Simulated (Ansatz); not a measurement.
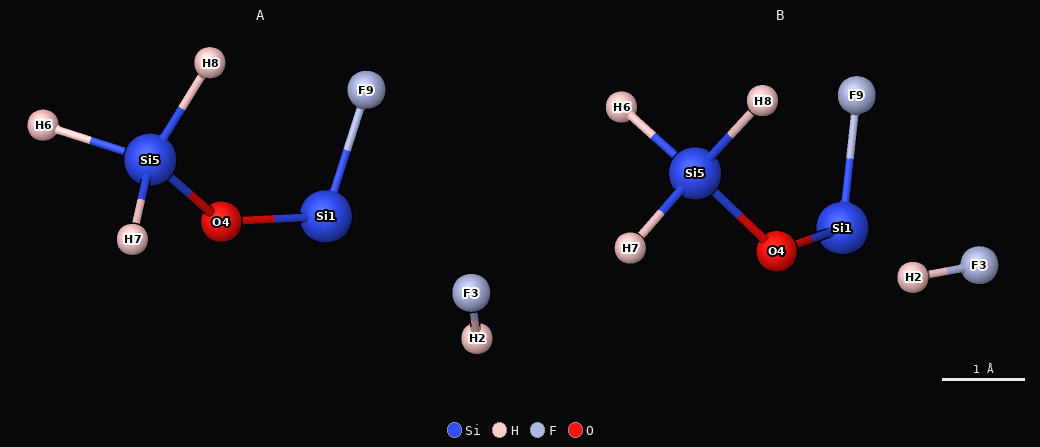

Two geometries of Si₂H₄OF₂, drawn at one scale. One is the start of a relaxation, the other its converged end. A ball-and-stick model, seen from a free direction.

These are results of RKS r2SCAN-D4/def2-SVP in Ansatz, not measurements. Set-up: no spin polarisation; force threshold 0.03 eV/Å; at most 50 steps.

Which of the two is the end point?

Answer. Structure B is the relaxed one. The run prepares an end point of a later path (reaction) calculation, from a guessed geometry. The energy falls by 0.157 eV in 35 accepted moves (41 points after the start). Largest force component: 0.2 eV/Å at the start, 0.023 eV/Å at the end. The line search rejected the trial steps at points 1, 8, 13, 15, 20, 22 of the run. The forces were under the threshold at step 19, but the run went on from there. The largest move after the best rigid fit is that of H2, 1.46 Å. Largest moves by element: H 1.46 Å, O 0.62 Å, F 0.61 Å, Si 0.35 Å. Some distances before and after: Si1–F3 2.785 → 2.377 Å, Si1–O4 1.654 → 1.714 Å, H2–F3 0.926 → 0.948 Å, O4–Si5 1.680 → 1.690 Å. Among the angles between lasting bonds that change: Si1–O4–Si5 147.3° → 133.0°, O4–Si1–F9 101.9° → 97.6°. Groups turn about O4–Si5 by about 70°, Si1–O4 by about 35°.

Limits of the set-up: the start holds two separate molecules, 2.7 Å apart at their closest, whose relative position is a soft coordinate.
